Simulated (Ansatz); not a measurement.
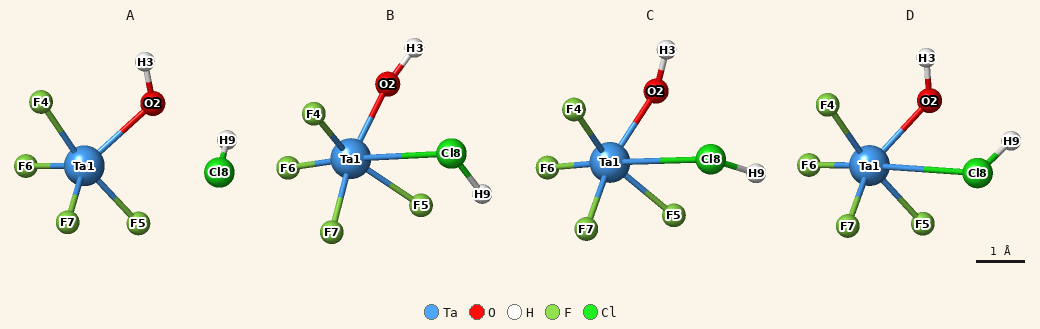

4 geometries from one relaxation of TaH2OClF4, in shuffled order. A ball-and-stick model, seen at a tilt.

The run prepares an end point of a later path (reaction) calculation, from a guessed geometry.

All numbers below come from RKS PBE0/def2-SVP in Ansatz. Settings: no spin polarisation; force threshold 0.03 eV/Å; at most 50 steps.

Put them in the order of the run, from the start to the converged end.

Answer. A, D, C, B. They are steps 0, 9, 25, 39, at +21.6 kJ/mol, +10.5 kJ/mol, +5.55 kJ/mol relative to the last. Over 31 accepted moves (39 points after the start) the energy falls by 21.6 kJ/mol. The largest force component goes from 1.5 to 0.011 eV/Å. The line search rejected the trial steps at points 10, 14, 16, 19, 30, 34, 36, 38 of the run. The forces were under the threshold at step 37, but the run went on from there. The atom that moves furthest after the best rigid fit is H9 (1.18 Å). Largest moves by element: H 1.18 Å, O 0.75 Å, Cl 0.73 Å, F 0.70 Å, Ta 0.24 Å. Some distances before and after: Ta1–Cl8 3.669 → 2.944 Å, Ta1–O2 1.972 → 1.875 Å, Cl8–H9 1.333 → 1.293 Å, Ta1–F7 1.858 → 1.890 Å. New bonds form, among them: Ta1–Cl8 (3.67 → 2.94 Å). Among the angles between lasting bonds that change: Ta1–O2–H3 116.9° → 161.7°, O2–Ta1–F7 129.9° → 164.3°, F4–Ta1–F5 171.3° → 147.7°.

Limits of the set-up: the start holds two separate molecules, 2.2 Å apart at their closest, whose relative position is a soft coordinate and is computed without a dispersion correction.
